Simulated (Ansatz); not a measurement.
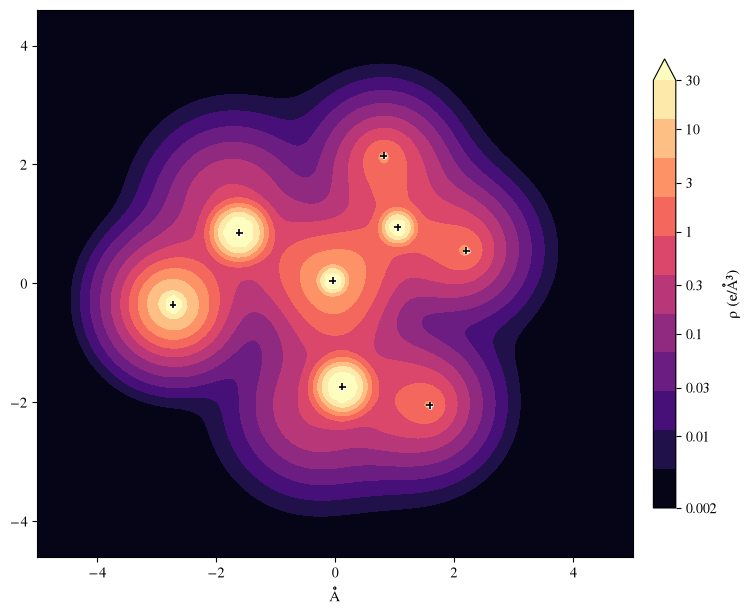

The total electron density on a plane through atoms (crosses mark nuclei in the plane).

Theory: Ansatz 0.2.0, isolated molecule in a Gaussian basis; Kohn-Sham density functional theory, functional PBE0.

Candidates:
A. C₂H₆Br₂Si (SMILES C[Si](C)(Br)Br)
B. BFH₇NSi₂ (SMILES BN([SiH3])[SiH2]F)
C. H₃N₂Si (SMILES N=[Si]=[NH2+]) (charge +1)

Q: Which candidate gave the map?

A: Candidate B: BFH₇NSi₂ on the plane of atoms B1, N3 and Si5, which holds B, F, N, Si and H. B–N (1.42 Å): ρ is about 1.8 e/Å³ halfway. Si–F (1.64 Å): the density is about 0.96 e/Å³ at the midpoint.
